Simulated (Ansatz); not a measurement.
# CH6GeOS (SMILES CO.[SH][GeH]), step by step

We compute a series of 20 runs (PBE-rVV10/cc-pVTZ, MP2/cc-pVTZ, wB97X/cc-pVTZ, B2PLYP/cc-pVTZ) of CH6GeOS and its partners. 

Program for the calculation: Ansatz 0.2.0.

### Step 1. The structure to begin with

CH6GeOS has 10 atoms, charge 0, and is taken as a singlet. As SMILES, `CO.[SH][GeH]`.

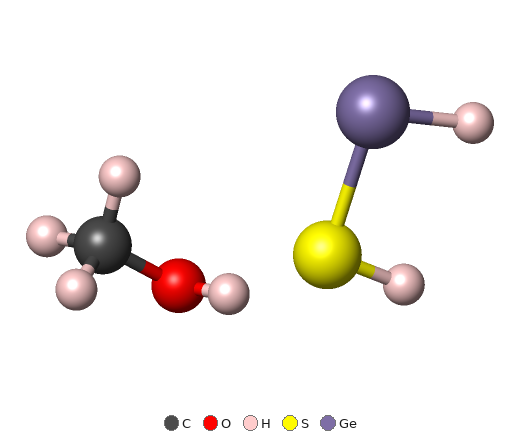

Viewed from a chosen angle; carbon dark grey, oxygen red, hydrogen pink, sulfur yellow, germanium purple.

### Step 2. The energy at PBE-rVV10/cc-pVTZ (run 1)

in.yaml reads:

```yaml
crystal:
  periodic: [false, false, false]
  atoms:
    - {symbol: C, position_ang: [-0.088420, -0.207400, -0.275700]}
    - {symbol: O, position_ang: [-0.165020, 0.316500, 1.030100]}
    - {symbol: H, position_ang: [-0.864720, -0.968400, -0.360900]}
    - {symbol: H, position_ang: [0.878780, -0.683600, -0.479200]}
    - {symbol: H, position_ang: [-0.272720, 0.554400, -1.043400]}
    - {symbol: H, position_ang: [0.512080, 0.988500, 1.129100]}
    - {symbol: S, position_ang: [0.275670, -0.252050, 3.927330]}
    - {symbol: Ge, position_ang: [2.220850, -1.326460, 3.809330]}
    - {symbol: H, position_ang: [0.313510, 0.169140, 5.201150]}
    - {symbol: H, position_ang: [2.606650, -1.006930, 5.323110]}
basis:
  gaussian: {orbitals: cc-pVTZ}
hamiltonian: {xc: {name: PBE}, dispersion: rvv10}
```

On the command line:

```
$ ansatz run in.yaml --threads 1 --pin off --max-ram 2610MiB --events-out events.jsonl --progress --plain --runs-dir runs
```

Standard output:

```text
Error: inconsistent input (hamiltonian.dispersion, hamiltonian.xc): `dispersion: rvv10` has no transferable b for PBE exchange — Sabatini et al. (2013) fitted b=6.3 to rPW86, and the PBE refits of Peng & Perdew (2017) are task-dependent (b=6.6 S22 / b=10.0 layered). Use `xc: {exchange: rpw86, correlation: pbe}` for the original rVV10 or `xc: r2scan` for the r²SCAN+rVV10 pairing
```

Wall time 0.02 s (1 thread of Intel Xeon at 2.70GHz, shared host).

The program refused the input.

### Step 3. CH4O: a single-point energy at PBE-rVV10/cc-pVTZ (run 2)

molecule.yaml reads:

```yaml
crystal:
  periodic: [false, false, false]
  atoms:
    - {symbol: C, position_ang: [-0.088420, -0.207400, -0.275700]}
    - {symbol: O, position_ang: [-0.165020, 0.316500, 1.030100]}
    - {symbol: H, position_ang: [-0.864720, -0.968400, -0.360900]}
    - {symbol: H, position_ang: [0.878780, -0.683600, -0.479200]}
    - {symbol: H, position_ang: [-0.272720, 0.554400, -1.043400]}
    - {symbol: H, position_ang: [0.512080, 0.988500, 1.129100]}
basis:
  gaussian:
    orbitals: cc-pVTZ
total_charge: 0
hamiltonian:
  xc: pbe
  dispersion: rvv10
```

On the command line:

```
$ ansatz run molecule.yaml --threads 1 --pin off --max-ram 2610MiB --events-out events.jsonl --progress --plain --runs-dir runs
```

Standard output:

```text
Error: inconsistent input (hamiltonian.dispersion, hamiltonian.xc): `dispersion: rvv10` has no transferable b for PBE exchange — Sabatini et al. (2013) fitted b=6.3 to rPW86, and the PBE refits of Peng & Perdew (2017) are task-dependent (b=6.6 S22 / b=10.0 layered). Use `xc: {exchange: rpw86, correlation: pbe}` for the original rVV10 or `xc: r2scan` for the r²SCAN+rVV10 pairing
```

Wall time 0.02 s (1 thread of Intel Xeon at 2.70GHz, shared host).

The input was rejected.

Runs 3 to 5 aren't shown in full; the table further down has their settings and results.

### Step 4. The energy at MP2/cc-pVTZ (run 6)

run.yaml reads:

```yaml
crystal:
  periodic: [false, false, false]
  atoms:
    - {symbol: C, position_ang: [-0.088420, -0.207400, -0.275700]}
    - {symbol: O, position_ang: [-0.165020, 0.316500, 1.030100]}
    - {symbol: H, position_ang: [-0.864720, -0.968400, -0.360900]}
    - {symbol: H, position_ang: [0.878780, -0.683600, -0.479200]}
    - {symbol: H, position_ang: [-0.272720, 0.554400, -1.043400]}
    - {symbol: H, position_ang: [0.512080, 0.988500, 1.129100]}
    - {symbol: S, position_ang: [0.275670, -0.252050, 3.927330]}
    - {symbol: Ge, position_ang: [2.220850, -1.326460, 3.809330]}
    - {symbol: H, position_ang: [0.313510, 0.169140, 5.201150]}
    - {symbol: H, position_ang: [2.606650, -1.006930, 5.323110]}
basis:
  gaussian:
    orbitals: cc-pVTZ
correlation:
  method: mp2
  frozen_orbitals: {C: 1, Ge: 9, H: 0, O: 1, S: 5}
```

On the command line:

```
$ ansatz run run.yaml --threads 1 --pin off --max-ram 2610MiB --events-out events.jsonl --progress --plain --runs-dir runs
```

Standard output:

```text
Warning: RAYON_NUM_THREADS=1 ignored (pool sized by the plan → 1); use --threads N
Functional definition: HF
  name "HF"
  exchange = exact_x
  correlation = 0
1295 factors; integrals over basis functions are off by at most 1.1e-3 eV
mean field evaluation 1: about -70453.1969 eV, gradient 3.2e1 eV
mean field evaluation 2: about -70453.3521 eV, gradient 3.2e1 eV
mean field evaluation 4: about -70455.8558 eV, gradient 3.5e0 eV
mean field evaluation 8: about -70455.9078 eV, gradient 2.8e-1 eV
mean field -70455.90847907 eV, -2589.2068798758 hartree, gradient 5.6e-6 eV, S^2 0.000000; 0 other end points of the search recorded, 0 dependent functions left out
16 core orbitals not correlated: weight in the atoms' cores, before any rotation towards them, 1.000 or more for the frozen orbitals, at most 0.000 for the correlated occupied ones
reference -70455.90847907 eV, -2589.2068798758 hartree; 18, 18 occupied and 187, 187 virtual orbitals, 1295 factors
second order -21.32834977 eV of doubles, -0.00000000 eV of singles
Total energy: -70477.23682884 eV, -2589.9906822728 hartree
```

It took 9.9 s on 1 thread of Intel Xeon at 2.70GHz, shared host; peak memory 0.45 GiB.

Runs 7 to 19 aren't shown in full; the table further down has their settings and results.

### Step 5. GeH2S among ghost functions: the energy at B2PLYP/cc-pVTZ (with ghost functions) (run 20)

input.yaml reads:

```yaml
crystal:
  periodic: [false, false, false]
  atoms:
    - {symbol: S, position_ang: [0.275670, -0.252050, 3.927330]}
    - {symbol: Ge, position_ang: [2.220850, -1.326460, 3.809330]}
    - {symbol: H, position_ang: [0.313510, 0.169140, 5.201150]}
    - {symbol: H, position_ang: [2.606650, -1.006930, 5.323110]}
basis:
  gaussian:
    orbitals: cc-pVTZ
    ghost_atoms: [{symbol: C, position_ang: [-0.088420, -0.207400, -0.275700]}, {symbol: O, position_ang: [-0.165020, 0.316500, 1.030100]}, {symbol: H, position_ang: [-0.864720, -0.968400, -0.360900]}, {symbol: H, position_ang: [0.878780, -0.683600, -0.479200]}, {symbol: H, position_ang: [-0.272720, 0.554400, -1.043400]}, {symbol: H, position_ang: [0.512080, 0.988500, 1.129100]}]
hamiltonian: {xc: {name: B2PLYP}}
correlation: {frozen_orbitals: {Ge: 9, H: 0, S: 5}}
```

On the command line:

```
$ ansatz run input.yaml --threads 1 --pin off --max-ram 2610MiB --events-out events.jsonl --progress --plain --runs-dir runs
```

Standard output, cut to the lines that bear on the results:

```text
Warning: RAYON_NUM_THREADS=1 ignored (pool sized by the plan → 1); use --threads N
Functional definition: B2PLYP
  name "B2PLYP"
[...]
1291 factors; integrals over basis functions are off by at most 1.1e-3 eV
[...]
mean field -67370.49536996 eV, -2475.8200394840 hartree, gradient 8.1e-6 eV, S^2 0.000000; 0 other end points of the search recorded, 0 dependent functions left out
14 core orbitals not correlated: weight in the atoms' cores, before any rotation towards them, 1.000 or more for the frozen orbitals, at most 0.000 for the correlated occupied ones
reference -67370.49551352 eV, -2475.8200447598 hartree; 11, 11 occupied and 196, 196 virtual orbitals, 1291 factors
second order -11.97655560 eV of doubles, -0.00000000 eV of singles
Total energy: -67373.72918353 eV, -2475.9388799409 hartree
```

Wall time 14 s (1 thread of Intel Xeon at 2.70GHz, shared host); peak memory 0.45 GiB.

### Step 6. The series

```csv
run,level,fragment atoms,contact,partner,energy (Eh),wall time
1,PBE-rVV10/cc-pVTZ,–,–,base,refused,0.02 s
2,PBE-rVV10/cc-pVTZ,"(1, 2, 3, 4, 5, 6)",base,fragment,refused,0.02 s
3,PBE-rVV10/cc-pVTZ (with ghost functions),"(1, 2, 3, 4, 5, 6)",base,fragment with ghosts,refused,0.02 s
4,PBE-rVV10/cc-pVTZ,"(7, 8, 9, 10)",base,fragment,refused,0.02 s
5,PBE-rVV10/cc-pVTZ (with ghost functions),"(7, 8, 9, 10)",base,fragment with ghosts,refused,0.02 s
6,MP2/cc-pVTZ,–,–,base,-2589.990682,9.9 s
7,MP2/cc-pVTZ,"(1, 2, 3, 4, 5, 6)",base,fragment,-115.517353,0.85 s
8,MP2/cc-pVTZ (with ghost functions),"(1, 2, 3, 4, 5, 6)",base,fragment with ghosts,-115.518944,5.4 s
9,MP2/cc-pVTZ,"(7, 8, 9, 10)",base,fragment,-2474.472340,1.9 s
10,MP2/cc-pVTZ (with ghost functions),"(7, 8, 9, 10)",base,fragment with ghosts,-2474.472776,8.1 s
11,wB97X/cc-pVTZ,–,–,base,-2592.226489,27 s
12,wB97X/cc-pVTZ,"(1, 2, 3, 4, 5, 6)",base,fragment,-115.734726,5.1 s
13,wB97X/cc-pVTZ (with ghost functions),"(1, 2, 3, 4, 5, 6)",base,fragment with ghosts,-115.735982,10 s
14,wB97X/cc-pVTZ,"(7, 8, 9, 10)",base,fragment,-2476.490819,5.4 s
15,wB97X/cc-pVTZ (with ghost functions),"(7, 8, 9, 10)",base,fragment with ghosts,-2476.490908,18 s
16,B2PLYP/cc-pVTZ,–,–,base,-2591.615157,15 s
17,B2PLYP/cc-pVTZ,"(1, 2, 3, 4, 5, 6)",base,fragment,-115.676695,2.2 s
18,B2PLYP/cc-pVTZ (with ghost functions),"(1, 2, 3, 4, 5, 6)",base,fragment with ghosts,-115.678224,8.4 s
19,B2PLYP/cc-pVTZ,"(7, 8, 9, 10)",base,fragment,-2475.938682,4.2 s
20,B2PLYP/cc-pVTZ (with ghost functions),"(7, 8, 9, 10)",base,fragment with ghosts,-2475.938880,14 s
```

### Step 7. Summary of results

```
                                                                                                                                 quantity           value
                                                                                        GeH2S among ghost functions, run 20: total energy  -2475.93888 Eh
   interaction energy of the rigid parts CH4O and GeH2S (parts in the whole basis, counterpoise; closest atoms 2.99 Å apart), MP2/cc-pVTZ        0.028 eV
                 interaction energy of the rigid parts CH4O and GeH2S (parts in their own basis; closest atoms 2.99 Å apart), MP2/cc-pVTZ       -0.027 eV
               interaction energy of the rigid parts CH4O and GeH2S (parts in their own basis; closest atoms 2.99 Å apart), wB97X/cc-pVTZ       -0.026 eV
 interaction energy of the rigid parts CH4O and GeH2S (parts in the whole basis, counterpoise; closest atoms 2.99 Å apart), wB97X/cc-pVTZ        0.011 eV
              interaction energy of the rigid parts CH4O and GeH2S (parts in their own basis; closest atoms 2.99 Å apart), B2PLYP/cc-pVTZ        0.006 eV
interaction energy of the rigid parts CH4O and GeH2S (parts in the whole basis, counterpoise; closest atoms 2.99 Å apart), B2PLYP/cc-pVTZ        0.053 eV
```

At MP2/cc-pVTZ: the interaction energy of the rigid parts CH4O and GeH2S (parts in the whole basis, counterpoise; closest atoms 2.99 Å apart) is 0.03 eV (2.7 kJ/mol): the parts repel at this shape. The basis-set superposition error is 5.3 kJ/mol. It is larger than the uncorrected attraction, which is thus an artefact of the basis. At MP2/cc-pVTZ: the interaction energy of the rigid parts CH4O and GeH2S (parts in their own basis; closest atoms 2.99 Å apart) is −0.03 eV (−0.6 kcal/mol). Without counterpoise this holds the superposition error of the basis. At wB97X/cc-pVTZ: the interaction energy of the rigid parts CH4O and GeH2S (parts in their own basis; closest atoms 2.99 Å apart) is −0.03 eV (−0.6 kcal/mol). At wB97X/cc-pVTZ: the interaction energy of the rigid parts CH4O and GeH2S (parts in the whole basis, counterpoise; closest atoms 2.99 Å apart) is 0.01 eV (0.3 kcal/mol). The basis-set superposition error is 3.5 kJ/mol. Totals of different functionals can't be ranked against each other. All runs together took 2.2 min, the longest 27 s. 5 of the 20 runs did not end normally.
